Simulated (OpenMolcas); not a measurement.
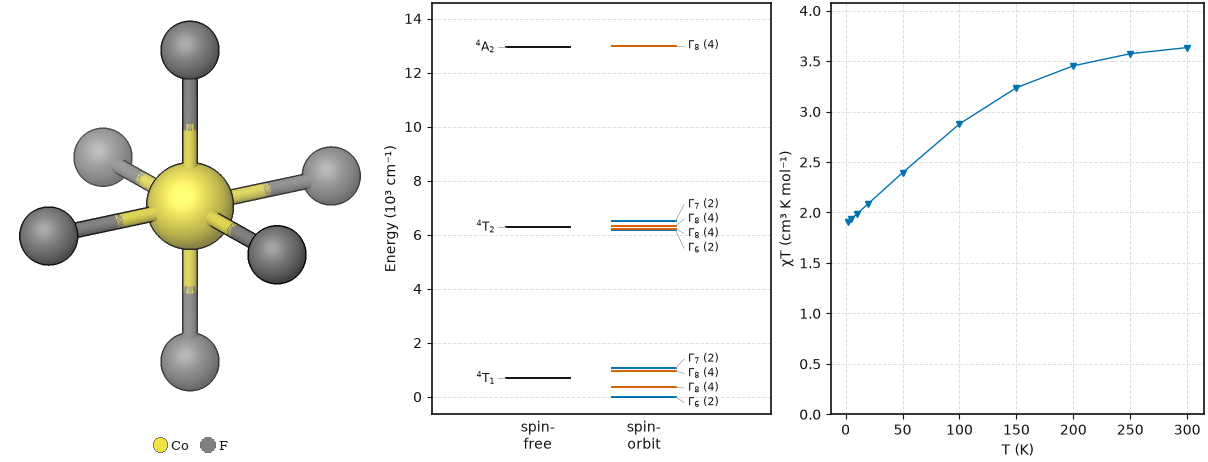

Co²⁺ (3d⁷) as a dopant in KZnF₃, a cluster with its 6 nearest F⁻ at 2.055 Å (octahedron) embedded in model potentials and point charges; the geometry was set, not optimised, and its levels and susceptibility. Labels give the representation in O, Td, D4 or D3 as the site allows (double group for half-integer spin) where it could be assigned and, in brackets, the degeneracy; spin-free states, where drawn, share the zero of the spin-orbit levels. Computed with OpenMolcas: state-averaged CASSCF, active space 7 electrons in the shell 3d, basis ANO-RCC-VTZP on the metal and ANO-RCC-VDZP on the ligands, DKH2 scalar Hamiltonian, spin-orbit coupling by RASSI with atomic mean-field integrals. Powder susceptibility by Van Vleck's formula.

Question: Describe the ground state and the low levels.

Answer: The ground level is Γ₆, a Kramers doublet, 100 % from states of spin multiplicity 4. Its principal g values are 4.48, 4.48 and 4.48, isotropic. The next level lies at 358 cm⁻¹ (Γ₈). The lowest spin-free state is ⁴T₁, from the free-ion F term; of the same spin there follow at 5,600 cm⁻¹ (⁴T₂) and 12,300 cm⁻¹ (⁴A₂) above it. A ligand-field fit to the spin-free states gives |10Dq| = 6,350 cm⁻¹, B = 1,220 and C = 4,490 cm⁻¹ (rms misfit 100 cm⁻¹). χT is 1.91 cm³ K mol⁻¹ at 2 K and 3.63 at 300 K, an effective moment of 5.39 μB. The active orbitals hold 96 to 98 % metal character (Löwdin), and the Mulliken charge of the metal is +2.10.

Note: small active space favours high spin, ground spin may be wrong; the geometry is set by hand, with no relaxation and no charge compensation.
